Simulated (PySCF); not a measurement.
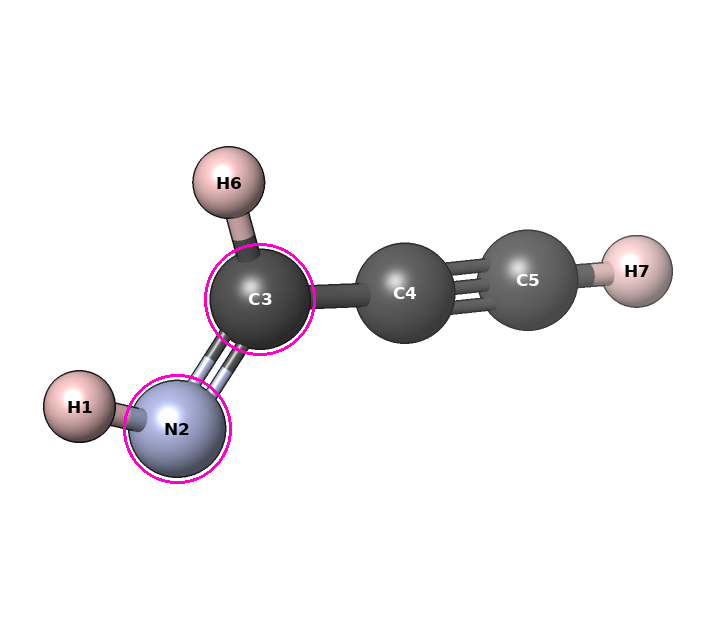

Distant atoms are faded towards the background colour. Circles mark the stereogenic atoms. The geometry was computed by an optimisation with PBE0-D3(BJ)/def2-SVP. No frequency run is at hand to confirm it as a minimum.

Q: Assign CIP descriptors.

A: N2=C3: E.

Q: Write the isomeric SMILES.

A: [H]/N=C/C#C
